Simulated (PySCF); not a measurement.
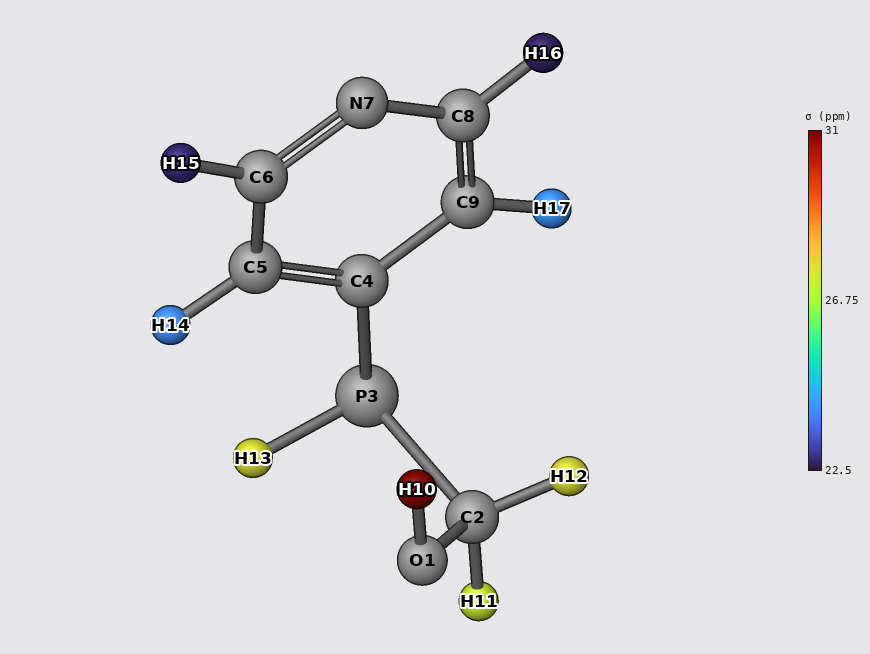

Atoms are coloured by their isotropic NMR shieldings (H only, the others grey). The geometry was computed by an optimisation with GFN2-xTB. No frequency run is at hand to confirm it as a minimum. Properties computed with GIAO PBE0/pcSseg-1 NMR shielding, non-relativistic, gas phase (PySCF 2.14.0).

Question: Which H atom is the most shielded (lowest chemical shift)?

Answer: H10 (30.87 ppm).

Question: Which H atom is the least shielded (highest chemical shift)?

Answer: H16 (22.74 ppm).

Question: How wide is the range of H shifts?

Answer: 8.13 ppm.

Give the isotropic NMR shieldings of the H atoms atom by atom.

| atom | σ (ppm) |
| --- | --- |
| H10 | 30.87 |
| H11 | 27.25 |
| H12 | 27.56 |
| H13 | 27.54 |
| H14 | 24.06 |
| H15 | 22.83 |
| H16 | 22.74 |
| H17 | 24.18 |

The geometry is semi-empirical. Around P such bond lengths and angles can be off by a tenth of an ångström or more and by several degrees, and values that hang on the shape move with them.
